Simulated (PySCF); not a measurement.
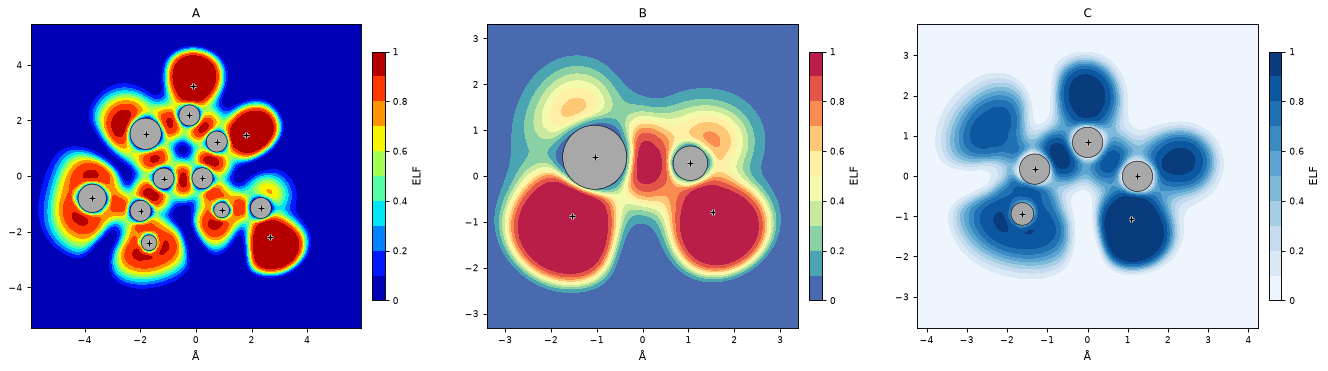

The ELF of 3 systems, each on a plane through atoms (crosses mark nuclei in the plane; grey discs cover the cores).

Theory: PBE0/pcSseg-1, SCF density, gas phase, non-relativistic (PySCF).

System 1: CH₆Si (SMILES C[SiH3]), the plane of atoms Si2, C1 and H4. Geometry: GFN2-xTB, MD frame at 250 fs, 600 K.

```xyz
8

C    -1.0126    0.1850    0.4712
Si    0.9445   -0.0358   -0.2315
H    -1.5520    0.3253   -0.5393
H    -1.2626    1.1328    1.1115
H    -1.3624   -0.5832    1.0904
H     1.7061    0.9654    0.3402
H     0.7424    0.1303   -1.6666
H     1.3222   -1.4774    0.0440
```

System 2: C₅H₄F₂O₂ (SMILES O=C(F)[C@H]1C[C@H]1C(=O)F), the plane of atoms C4, C5 and H12. Geometry: GFN2-xTB.

```xyz
13

O    -0.4762    2.0679   -0.7933
C    -1.0442    1.3411   -0.0618
F    -2.0117    1.8363    0.7695
C    -0.9253   -0.1163    0.1316
C    -0.2572   -0.9364   -0.9297
C     0.4536   -0.7403    0.3709
C     1.6511    0.1231    0.4099
O     2.1059    0.8431   -0.4021
F     2.2835   -0.0273    1.6138
H    -1.7373   -0.5444    0.7060
H    -0.6605   -1.9110   -1.1545
H     0.1369   -0.3937   -1.7771
H     0.4771   -1.5417    1.0992
```

System 3: C₆H₅ClO₂S (SMILES COc1ccsc1C(=O)Cl), the plane of atoms S6, C7 and C8. Geometry: GFN2-xTB.

```xyz
15

C    -2.1806   -0.8936    0.2956
O    -0.7845   -1.0895    0.2173
C    -0.0100   -0.0253   -0.0009
C    -0.4186    1.3171   -0.1804
C     0.6347    2.1574   -0.3831
S     2.1464    1.3695   -0.3652
C     1.3780   -0.1585   -0.0765
C     2.1128   -1.3738    0.0619
O     1.7169   -2.4774    0.2610
Cl    3.8774   -1.0828   -0.1044
H    -2.4420   -0.2224    1.1189
H    -2.6026   -1.8791    0.4816
H    -2.5807   -0.4975   -0.6423
H    -1.4409    1.6474   -0.1619
H     0.5892    3.2165   -0.5437
```

**Match each panel to its system.**

Panel A is system 3, C₆H₅ClO₂S: the plane holds C, O, S, Cl and H. C–O (1.19 Å): the ELF peaks at about 0.85 between the atoms: a short, multiple covalent bond. Panel B is system 1, CH₆Si: the plane holds C, Si and H. C–Si (2.09 Å): the ELF peaks at about 0.95 between the atoms; localised, covalent bonding. Panel C is system 2, C₅H₄F₂O₂: the plane holds O, C and H. C–O (1.18 Å): the ELF peaks at about 0.85 between the atoms (a short, multiple covalent bond).
